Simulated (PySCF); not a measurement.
C3H9BO2Si (SMILES O[SiH](O)BC1CC1)

```yaml
atoms:
  - { symbol: O, position_ang: [3.0134, 0.8632, -0.1958] }
  - { symbol: Si, position_ang: [1.6705, -0.0874, -0.0462] }
  - { symbol: O, position_ang: [1.2746, 0.0999, 1.5297] }
  - { symbol: B, position_ang: [0.1823, 0.3926, -1.2231] }
  - { symbol: C, position_ang: [-1.2893, 0.1484, -0.8624] }
  - { symbol: C, position_ang: [-1.7829, 0.3697, 0.5667] }
  - { symbol: C, position_ang: [-1.6882, -1.0081, 0.0503] }
  - { symbol: H, position_ang: [3.4100, 0.9943, -1.0499] }
  - { symbol: H, position_ang: [2.1695, -1.4786, -0.2063] }
  - { symbol: H, position_ang: [1.9797, 0.1625, 2.1696] }
  - { symbol: H, position_ang: [0.4003, 0.8380, -2.2917] }
  - { symbol: H, position_ang: [-2.0471, 0.3779, -1.6076] }
  - { symbol: H, position_ang: [-2.7557, 0.8254, 0.6780] }
  - { symbol: H, position_ang: [-1.0556, 0.6864, 1.2960] }
  - { symbol: H, position_ang: [-2.5932, -1.5399, -0.2036] }
  - { symbol: H, position_ang: [-0.8957, -1.6352, 0.4264] }
```

Geometry: GFN2-xTB.

Method: wB97X-D/def2-SVPD, SCF density, gas phase in PySCF 2.14.0.

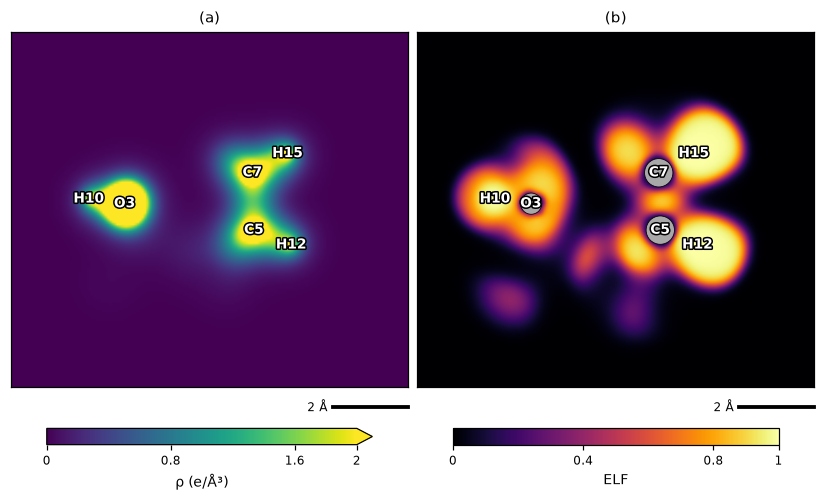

Figure 1. (a) total electron density; (b) ELF on the plane of atoms C5, C7 and H15. Grey discs cover the atomic cores in the ELF map.

Interpret the plot.

Answer. Atoms in the plane: O, C and H. O–H (0.95 Å): ρ is about 3.7 e/Å³ halfway; the ELF climbs to about 1 towards the hydrogen, as it does in any bond to H: an ordinary covalent bond to hydrogen. C–C (1.53 Å): the density is about 1.5 e/Å³ at the midpoint; the ELF peaks at about 0.85 between the atoms; a shared electron pair. C–H (1.09 Å): the density is about 2 e/Å³ at the midpoint; the ELF climbs to about 1 towards the hydrogen; an ordinary covalent bond to hydrogen. The ELF also peaks beside O3, away from the bonds: lone-pair regions.

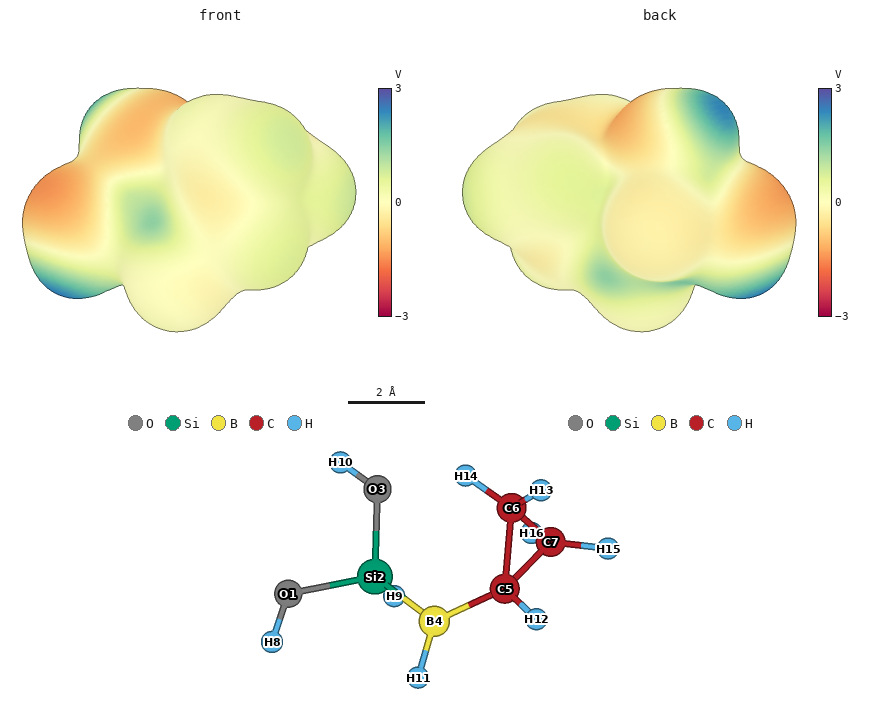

Figure 2. The molecular electrostatic potential painted on the density surface at 0.002 e/bohr³, seen from the front and from behind; red is negative and blue positive. The bare structure is drawn below in the same view.

Which sites attract a positive test charge, and which a negative one?

Answer. A positive charge is drawn to the negative regions and a negative charge to the positive ones. The most negative region (about −1.4 V) lies over O1, the most positive (about +2.4 V) over H8 and H10. O1 is the likeliest acceptor of a hydrogen bond.

What dipole moment does the calculation give?

Answer. Its dipole moment is 0.94 D.
